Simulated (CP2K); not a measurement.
**C2H6BrNSi (SMILES C=C[SiH](N)Br) at 3 levels**

We compute a comparison of 3 runs (PDG, MNDOD, PM6) of C2H6BrNSi. 

The results are computed with CP2K 2026.2.

5 further runs of the same task are left out: 3 that didn't finish, 2 set aside as unsound or not needed.

## 1. The system as given

C2H6BrNSi has 11 atoms, charge 0, and is taken as a singlet. As SMILES, `C=C[SiH](N)Br`. Geometry: a rough force-field guess. This is one conformer, not always the lowest.

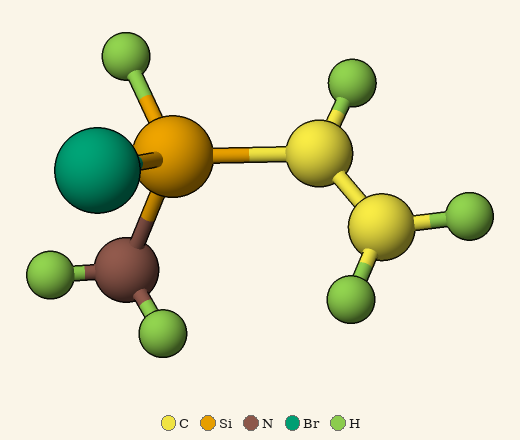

Viewed from a chosen angle; carbon yellow, silicon amber, nitrogen brown, bromine teal, hydrogen green.

## 2. Energy and gradient at PDG (run 1)

job.inp reads:

```
&GLOBAL
    PROJECT job
    RUN_TYPE ENERGY_FORCE
    PRINT_LEVEL MEDIUM
&END

&FORCE_EVAL
    METHOD QS
    &DFT
        &QS
            METHOD PDG
            EPS_DEFAULT 1.0E-10
            &SE
                &COULOMB
                    CUTOFF [angstrom] 50
                    RC_RANGE [angstrom] 0
                &END
                &EXCHANGE
                    CUTOFF [angstrom] 50
                    RC_RANGE [angstrom] 0
                &END
            &END
        &END
        &POISSON
            PERIODIC NONE
            POISSON_SOLVER ANALYTIC
        &END
        &SCF
            SCF_GUESS ATOMIC
            EPS_SCF 1.0E-06
            MAX_SCF 30
            &OT
                MINIMIZER DIIS
                PRECONDITIONER FULL_ALL
            &END
            &OUTER_SCF
                EPS_SCF 1.0E-06
                MAX_SCF 8
            &END
        &END
        &PRINT
            &MOMENTS
                PERIODIC F
                REFERENCE COM
                MAX_MOMENT 1
            &END
            &MO_CUBES
                NLUMO 3
                NHOMO -1
                WRITE_CUBE F
            &END
            &HIRSHFELD OFF
            &END
        &END
    &END
    &SUBSYS
        &CELL
            ABC 17.2 15.4 15.4
            PERIODIC NONE
        &END
        &COORD
            C     -1.782400    -0.480400    -0.219400
            C     -0.870700    -0.377200     0.697600
            Si     0.754100     0.376000     0.524600
            N      1.699700    -0.394100    -0.716200
            Br     0.603800     2.472100    -0.099900
            H     -1.713800     0.000100    -1.228100
            H     -2.752800    -0.915200    -0.006700
            H     -1.007000    -0.797000     1.667300
            H      1.590800     0.279300     1.815500
            H      1.073200    -0.333800    -1.537800
            H      2.470400     0.113200    -0.876200
        &END
        &TOPOLOGY
            &CENTER_COORDINATES
            &END
        &END
    &END
    &PRINT
        &FORCES ON
        &END
    &END
&END
```

Command:

```sh
$ OMP_NUM_THREADS=1 cp2k.psmp -i job.inp -o job.out
```

What it wrote:

```text
CP2K| version string:                                       CP2K version 2026.2
[...]
 GLOBAL| Method name                                                        CP2K
[...]
 GLOBAL| Run type                                                   ENERGY_FORCE
[...]
                             - Atoms:                                         11
[...]
                             - Spherical basis functions:                     26
[...]
 Number of electrons:                                                         30
[...]
     1 OT DIIS     0.15E+00    0.0     0.34965432       -28.2972728204 -2.83E+01
[...]
    10 OT DIIS     0.15E+00    0.0     0.00000096       -33.8594517177 -1.58E-09
  *** SCF run converged in    10 steps ***
  Core-core repulsion energy [eV]:                           1902.22915329458488
  Core Hamiltonian energy [eV]:                             -1480.37294809154173
  Two-electron integral energy [eV]:                        -2686.43748613351727
  Electronic energy [eV]:                                   -2823.59169115830036
  Total energy [eV]:                                         -921.36253786371537
  Atomic reference energy [eV]:                               920.98602698552463
  Heat of formation [kcal/mol]:                                -8.68254780366268
[...]
 SE_DIPOLE| Moment [Debye]          0.39175579       2.09362314      -0.17529479
 SE_DIPOLE| Derivative [a.u.]       0.00000000       0.00000000       0.00000000
 *** WARNING in qs_scf_post_se.F:140 :: Printing of MO cube files not ***
 *** implemented for Semi-Empirical method.                           ***
 ENERGY| Total FORCE_EVAL ( QS ) energy [hartree]            -33.859451717793810
 FORCES| Atomic forces [hartree/bohr]
 FORCES|   Atom     x               y               z               |f|
 FORCES|      1 -2.82037788E-02  1.65160045E-02 -3.90101176E-02   5.08922472E-02
 FORCES|      2  5.05896432E-02  1.41047965E-02  1.35877246E-02   5.42483506E-02
 FORCES|      3  1.69034006E-02 -3.42316614E-02  4.92057487E-02   6.22795095E-02
 FORCES|      4 -7.48248240E-02 -2.48016878E-03 -9.27700466E-03   7.54385070E-02
 FORCES|      5 -1.79288051E-03  1.75975511E-02 -4.03914430E-03   1.81439498E-02
 FORCES|      6 -8.60605595E-04 -1.15238395E-02  1.43886479E-02   1.84546120E-02
 FORCES|      7 -2.56842735E-03 -3.82219177E-03 -5.92808041E-03   7.50653757E-03
 FORCES|      8 -6.71332142E-03 -9.84105292E-03  2.08679603E-02   2.40288738E-02
 FORCES|      9 -2.59935994E-02  7.18446990E-03 -3.14873484E-02   4.14576523E-02
 FORCES|     10  2.64122431E-02 -1.16633421E-02  8.35105602E-03   3.00562851E-02
 FORCES|     11  4.70521502E-02  1.81594345E-02 -1.66594420E-02   5.31150347E-02
 FORCES| Sum    -5.89805982E-16 -1.66533454E-16  3.12250226E-16
 FORCES| Total atomic force                                       6.87826061E-16
[...]
```

Wall time 0.58 s (1 thread of Arm Neoverse V1, shared host).

## 3. A single-point energy at MNDOD (run 2)

calc.inp reads:

```
&GLOBAL
   PROJECT_NAME calc
   RUN_TYPE ENERGY
   PRINT_LEVEL MEDIUM
&END GLOBAL

&FORCE_EVAL
   METHOD QS
   &DFT
      # Quickstep
      &QS
         METHOD MNDOD
         EPS_DEFAULT 1.0E-10
         &SE
            &COULOMB
               CUTOFF [angstrom] 50
               RC_RANGE [angstrom] 0
            &END COULOMB
            &EXCHANGE
               CUTOFF [angstrom] 50
               RC_RANGE [angstrom] 0
            &END EXCHANGE
         &END SE
      &END QS
      &POISSON
         PERIODIC NONE
         POISSON_SOLVER ANALYTIC
      &END POISSON
      # SCF settings
      &SCF
         SCF_GUESS ATOMIC
         EPS_SCF 1.0E-07
         MAX_SCF 100
         ADDED_MOS 8
         &DIAGONALIZATION
            ALGORITHM STANDARD
         &END DIAGONALIZATION
         &MIXING
            METHOD DIRECT_P_MIXING
            ALPHA 0.4
         &END MIXING
      &END SCF
      # extra output
      &PRINT
         &MOMENTS
            PERIODIC F
            REFERENCE COM
            MAX_MOMENT 1
         &END MOMENTS
         &MO ON
            ENERGIES T
            OCCUPATION_NUMBERS T
            NDIGITS 6
            &EACH
               QS_SCF 0
            &END EACH
            ADD_LAST NUMERIC
         &END MO
         &HIRSHFELD OFF
         &END HIRSHFELD
      &END PRINT
   &END DFT
   # atoms, cell and kinds
   &SUBSYS
      &CELL
         ABC 21.2 19.4 19.4
         PERIODIC NONE
      &END CELL
      &COORD
         UNIT bohr
         C     -3.3682478    -0.9078244    -0.4146059
         C     -1.6453845    -0.7128047     1.3182729
         Si     1.4250425     0.7105370     0.9913503
         N      3.2119675    -0.7447411    -1.3534219
         Br     1.1410166     4.6715920    -0.1887836
         H     -3.2386126     0.0001890    -2.3207727
         H     -5.2020381    -1.7294773    -0.0126612
         H     -1.9029542    -1.5061117     3.1507404
         H      3.0061763     0.5278005     3.4307978
         H      2.0280541    -0.6307906    -2.9060208
         H      4.6683794     0.2139170    -1.6557780
      &END COORD
      &TOPOLOGY
         &CENTER_COORDINATES
         &END CENTER_COORDINATES
      &END TOPOLOGY
   &END SUBSYS
&END FORCE_EVAL
```

Command:

```sh
$ OMP_NUM_THREADS=1 cp2k.psmp -i calc.inp -o calc.out
```

What it wrote:

```text
CP2K| version string:                                       CP2K version 2026.2
[...]
 GLOBAL| Method name                                                        CP2K
[...]
 GLOBAL| Run type                                                         ENERGY
[...]
                             - Atoms:                                         11
[...]
                             - Spherical basis functions:                     36
[...]
 Number of electrons:                                                         30
[...]
     1 P_Mix/Diag. 0.40E+00    0.0     0.75767574       -24.9315309766 -2.49E+01
[...]
    18 DIIS/Diag.  0.70E-07    0.0     0.00000008       -32.4776509280 -1.92E-13
  *** SCF run converged in    18 steps ***
  Core-core repulsion energy [eV]:                           2019.80296921788272
  Core Hamiltonian energy [eV]:                             -1408.97181263569200
  Two-electron integral energy [eV]:                        -2989.18596548808500
  Electronic energy [eV]:                                   -2903.56479537973428
  Total energy [eV]:                                         -883.76182616185167
  Atomic reference energy [eV]:                               883.59465942552481
  Heat of formation [kcal/mol]:                                -3.85495682439661
[...]
 SE_DIPOLE| Moment [Debye]          1.39503248       1.23652651       1.17570030
 SE_DIPOLE| Derivative [a.u.]       0.00000000       0.00000000       0.00000000
 ENERGY| Total FORCE_EVAL ( QS ) energy [hartree]            -32.477650928029469
[...]
```

It took 0.28 s on 1 thread of Arm Neoverse V1, shared host.

## 4. Energy and gradient at PM6 (run 3)

molecule.xyz reads:

```xyz
11

C     -1.782400    -0.480400    -0.219400
C     -0.870700    -0.377200     0.697600
Si     0.754100     0.376000     0.524600
N      1.699700    -0.394100    -0.716200
Br     0.603800     2.472100    -0.099900
H     -1.713800     0.000100    -1.228100
H     -2.752800    -0.915200    -0.006700
H     -1.007000    -0.797000     1.667300
H      1.590800     0.279300     1.815500
H      1.073200    -0.333800    -1.537800
H      2.470400     0.113200    -0.876200
```

molecule.inp reads:

```
&FORCE_EVAL
   METHOD Quickstep
   &DFT
      CHARGE 0
      MULTIPLICITY 1
      &QS
         METHOD PM6
         EPS_DEFAULT 1.0E-10
         &SE
            &COULOMB
               CUTOFF [angstrom] 50
               RC_RANGE [angstrom] 0
            &END COULOMB
            &EXCHANGE
               CUTOFF [angstrom] 50
               RC_RANGE [angstrom] 0
            &END EXCHANGE
         &END SE
      &END QS
      &POISSON
         PERIODIC NONE
         POISSON_SOLVER ANALYTIC
      &END POISSON
      &SCF
         SCF_GUESS ATOMIC
         EPS_SCF 1.0E-07
         MAX_SCF 80
         &DIAGONALIZATION
            ALGORITHM STANDARD
         &END DIAGONALIZATION
         &MIXING
            METHOD DIRECT_P_MIXING
            ALPHA 0.4
         &END MIXING
      &END SCF
      &PRINT
         &MOMENTS
            PERIODIC F
            REFERENCE COM
            MAX_MOMENT 1
         &END MOMENTS
         &MO ON
            ENERGIES T
            OCCUPATION_NUMBERS T
            NDIGITS 6
            &EACH
               QS_SCF 0
            &END EACH
            ADD_LAST NUMERIC
         &END MO
         &HIRSHFELD OFF
         &END HIRSHFELD
      &END PRINT
   &END DFT
   &SUBSYS
      &CELL
         ABC [angstrom] 13.2 11.4 11.4
         PERIODIC NONE
      &END CELL
      &TOPOLOGY
         COORD_FILE_NAME molecule.xyz
         COORD_FILE_FORMAT XYZ
         &CENTER_COORDINATES
         &END CENTER_COORDINATES
      &END TOPOLOGY
   &END SUBSYS
   &PRINT
      &FORCES ON
      &END FORCES
   &END PRINT
&END FORCE_EVAL
&GLOBAL
   PROJECT_NAME molecule
   RUN_TYPE ENERGY_FORCE
   PRINT_LEVEL MEDIUM
&END GLOBAL
```

Command:

```sh
$ OMP_NUM_THREADS=1 cp2k.psmp molecule.inp > molecule.out
```

What it wrote:

```text
CP2K| version string:                                       CP2K version 2026.2
[...]
 GLOBAL| Method name                                                        CP2K
[...]
 GLOBAL| Run type                                                   ENERGY_FORCE
[...]
                             - Atoms:                                         11
[...]
                             - Spherical basis functions:                     36
[...]
 Number of electrons:                                                         30
[...]
     1 P_Mix/Diag. 0.40E+00    0.0     0.73577433       -22.6913488290 -2.27E+01
[...]
    24 DIIS/Diag.  0.32E-07    0.0     0.00000002       -29.6956100708 -3.55E-14
  *** SCF run converged in    24 steps ***
  Core-core repulsion energy [eV]:                           1908.15583060513950
  Core Hamiltonian energy [eV]:                             -1280.66766176767965
  Two-electron integral energy [eV]:                        -2871.09362665690560
  Electronic energy [eV]:                                   -2716.21447509613245
  Total energy [eV]:                                         -808.05864449099295
  Atomic reference energy [eV]:                               807.36258198552457
  Heat of formation [kcal/mol]:                               -16.05158397310870
[...]
 SE_DIPOLE| Moment [Debye]          0.93890568       0.54953277       0.89270456
 SE_DIPOLE| Derivative [a.u.]       0.00000000       0.00000000       0.00000000
 ENERGY| Total FORCE_EVAL ( QS ) energy [hartree]            -29.695610070793990
 FORCES| Atomic forces [hartree/bohr]
 FORCES|   Atom     x               y               z               |f|
 FORCES|      1 -4.08116884E-02  1.29340360E-02 -4.33145855E-02   6.09018597E-02
 FORCES|      2  2.79059506E-02  2.43363130E-03  1.75504701E-02   3.30557656E-02
 FORCES|      3  2.80088051E-02  8.24969174E-03  3.83901898E-02   4.82323258E-02
 FORCES|      4 -5.35710098E-02  3.24969617E-03  3.90175117E-03   5.38111259E-02
 FORCES|      5 -2.00913787E-04 -2.45216365E-03  1.71669950E-03   3.00008834E-03
 FORCES|      6 -1.87071338E-03 -1.09022389E-02  1.11984571E-02   1.57405153E-02
 FORCES|      7 -2.60618587E-03 -4.25099129E-03 -5.59702152E-03   7.49598437E-03
 FORCES|      8 -3.59897427E-03 -9.62428257E-03  2.24441366E-02   2.46843817E-02
 FORCES|      9 -1.52836535E-02  2.63773192E-03 -1.92222993E-02   2.46990786E-02
 FORCES|     10  9.55053548E-03 -1.44709729E-02 -1.05159963E-02   2.02782633E-02
 FORCES|     11  5.24778477E-02  1.21958622E-02 -1.65518017E-02   5.63615622E-02
 FORCES| Sum    -1.38777878E-17 -1.08767162E-15 -3.26128013E-16
 FORCES| Total atomic force                                       1.13559748E-15
[...]
```

Run time: 0.3 s. Hardware: 1 thread of Arm Neoverse V1, shared host.

## 5. The series

| run | level | task | SCF convergence threshold | energy (Eh) | dipole moment (D) | heat of formation (kcal/mol) | largest force (eV/Å) | wall time |
| --- | --- | --- | --- | --- | --- | --- | --- | --- |
| 1 | PDG | gradient | 1e-06 | -33.859452 | 2.14 | -8.7 | 3.879 | 0.58 s |
| 2 | MNDOD | energy | 1e-07 | -32.477651 | 2.20 | -3.9 | – | 0.28 s |
| 3 | PM6 | gradient | 1e-07 | -29.695610 | 1.41 | -16.1 | 3.132 | 0.3 s |

## 6. Outcome

| quantity | value |
| --- | --- |
| run 3: total energy | -29.69561 Eh |
| run 3: dipole moment | 1.41 D |
| run 3: HOMO energy | -10.00 eV |
| run 3: heat of formation at this unrelaxed shape | -16.1 kcal/mol |
| run 3: largest force on an atom | 3.132 eV/Å |

The dipole moment (its size) runs from 1.41 D (PM6) to 2.20 D (MNDOD). Force-field and semi-empirical energies have zeros of their own, so their totals don't compare. All runs together took 1.2 s, the longest 0.58 s.
